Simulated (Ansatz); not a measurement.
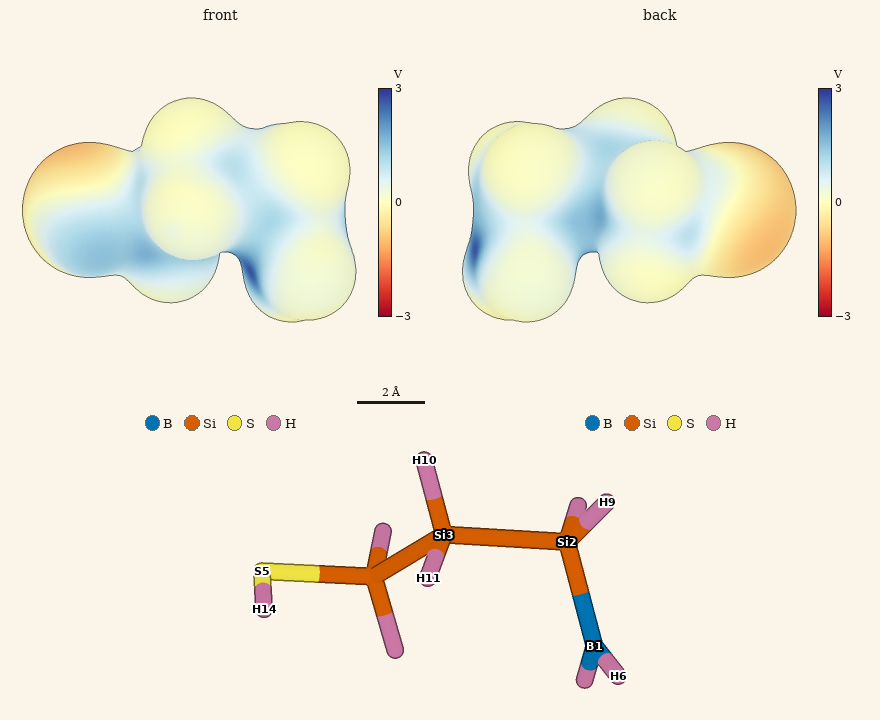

Figure 1: BH9SSi3. The molecular electrostatic potential painted on the density surface at 0.002 e/bohr³, seen from the front and from behind; the colour scale runs from red (negative) to blue (positive). The bare structure is drawn below in the same view.

Method: RHF/def2-SVP (Ansatz 0.2.0).

Input file:

```
crystal:
  periodic: [false, false, false]
  atoms:
    - { symbol: B, position_ang: [-2.3019, 0.7135, -0.5574] }
    - { symbol: Si, position_ang: [-1.4106, -0.9052, -0.9035] }
    - { symbol: Si, position_ang: [0.3355, -1.0138, 0.4305] }
    - { symbol: Si, position_ang: [1.7711, 0.7425, 0.0377] }
    - { symbol: S, position_ang: [3.3962, 0.6445, 1.3342] }
    - { symbol: H, position_ang: [-2.7746, 1.0044, 0.5073] }
    - { symbol: H, position_ang: [-2.4499, 1.5516, -1.4329] }
    - { symbol: H, position_ang: [-0.9214, -0.9225, -2.3095] }
    - { symbol: H, position_ang: [-2.2961, -2.0222, -0.5937] }
    - { symbol: H, position_ang: [1.1063, -2.261, 0.2132] }
    - { symbol: H, position_ang: [-0.086, -0.9771, 1.8664] }
    - { symbol: H, position_ang: [2.1681, 0.6966, -1.3402] }
    - { symbol: H, position_ang: [0.8995, 2.0015, 0.2633] }
    - { symbol: H, position_ang: [2.5506, 0.718, 2.5133] }
basis:
  gaussian: { orbitals: def2-SVP }
hamiltonian:
  xc: hf
relax:
  f_tol: 0.015
  max_steps: 40
output:
  orbitals: {}
```

Run with:

```sh
ansatz run input.yaml --threads 2 --pin off --max-ram 3072MiB --backend cpu --events-out ev --progress --plain --runs-dir out
```

The fields are those of the relaxed geometry.

Q: Which sites attract a positive test charge, and which a negative one?

A: A positive charge is drawn to the negative regions and a negative charge to the positive ones. The most negative region (about −1.0 V) lies over S5, the most positive (about +2.5 V) over B1.
